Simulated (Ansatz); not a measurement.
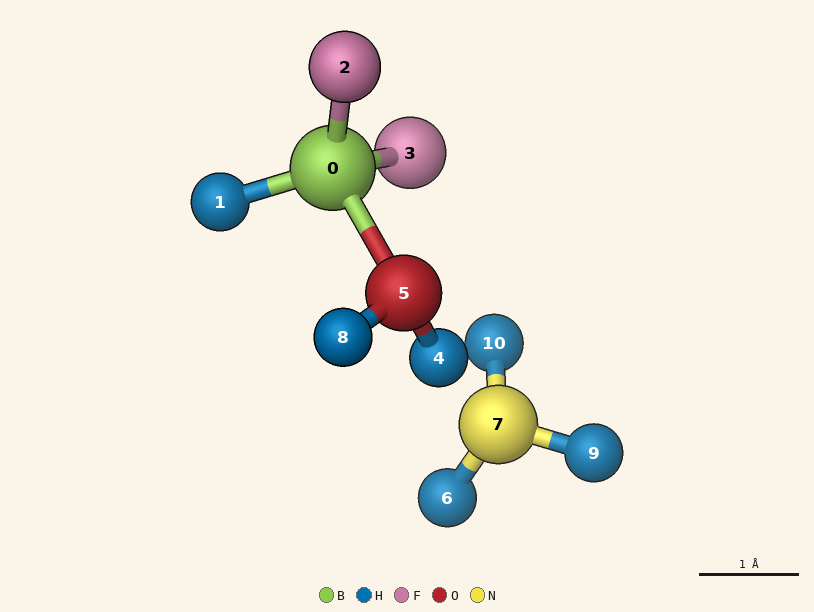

Starting geometry of the run. Atoms are numbered from 0, in the order of the input.

The calculation was set up as follows.

```yaml
crystal:
  periodic: [false, false, false]
  atoms:
    - {symbol: B, position_ang: [-1.119932, -0.993172, -0.594126]}
    - {symbol: H, position_ang: [-0.654328, -1.219705, -1.693595]}
    - {symbol: F, position_ang: [-1.988922, -1.934331, -0.132175]}
    - {symbol: F, position_ang: [-1.571447, 0.306338, -0.426010]}
    - {symbol: H, position_ang: [0.603870, -0.114662, 0.467144]}
    - {symbol: O, position_ang: [0.135390, -1.041940, 0.448381]}
    - {symbol: H, position_ang: [1.689165, 1.738973, -0.174029]}
    - {symbol: N, position_ang: [0.963209, 1.413105, 0.451962]}
    - {symbol: H, position_ang: [0.760514, -1.727487, 0.196994]}
    - {symbol: H, position_ang: [1.115113, 1.836317, 1.359261]}
    - {symbol: H, position_ang: [0.067367, 1.736464, 0.096092]}
basis:
  gaussian: {orbitals: def2-SVP}
hamiltonian: {xc: pbe, dispersion: d4}
```

Command:

```sh
ansatz run in.yaml --threads 4 --pin off --events-out ev --progress --plain --max-ram 9574MiB
```

Output:

```
Functional definition: PBE
  name "PBE"
  cite "Perdew, Burke & Ernzerhof, Phys. Rev. Lett. 77, 3865 (1996) doi:10.1103/PhysRevLett.77.3865"
  parent pbe
  parameter kappa = 0.804
  parameter beta = 0.06672455060314922
  exchange = pbe_x(kappa = kappa, mu = beta*pi^2/3)
  correlation = pbe_c(beta = beta)
1113 factors; their error is unknown
mean field evaluation 1: about -9721.1592 eV, gradient 7.4e1 eV
mean field evaluation 2: about -9706.1167 eV, gradient 1.1e2 eV
mean field evaluation 4: about -9730.8934 eV, gradient 2.5e0 eV
mean field evaluation 8: about -9730.9062 eV, gradient 5.1e-2 eV
mean field evaluation 16: about -9730.8583 eV, gradient 5.8e-5 eV
mean field -9730.85828864 eV, -357.6024462948 hartree, gradient 5.8e-5 eV, S^2 0.000000; 0 other end points of the search recorded, 0 dependent functions left out
reference -9730.85832406 eV, -357.6024475966 hartree; 22, 22 occupied and 78, 78 virtual orbitals, 1113 factors
Total energy: -9730.99570667 eV, -357.6074963142 hartree
```
